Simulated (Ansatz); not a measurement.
Be, pressure series

The reference is Be in the hcp (Mg type) structure (space group P6_3/mmc, No. 194; a = 2.257 Å, c = 3.553 Å).

Cell and atoms are relaxed at each pressure.

Level of theory: Ansatz (a program for electronic structure) PBEsol, no SOC.

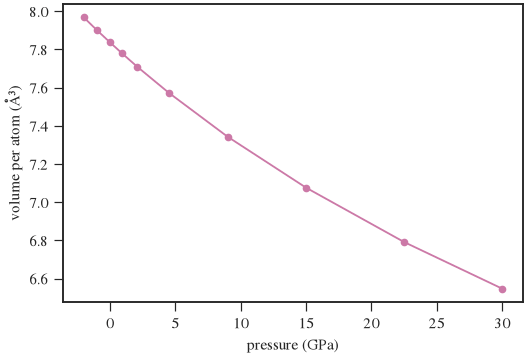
Figure: Volume per atom against pressure

Q: From the plot, what is the volume per atom for pressure 2.1 GPa?

A: About 7.7 Å³.

Q: Is the trend monotonic over the range shown?

A: Yes, it falls throughout, spanning 6.55 Å³ to 7.97 Å³.

Load acts through the strain it causes; cell and atoms are relaxed under it. No phonon test of stability was made. Competing high-pressure phases were not computed.
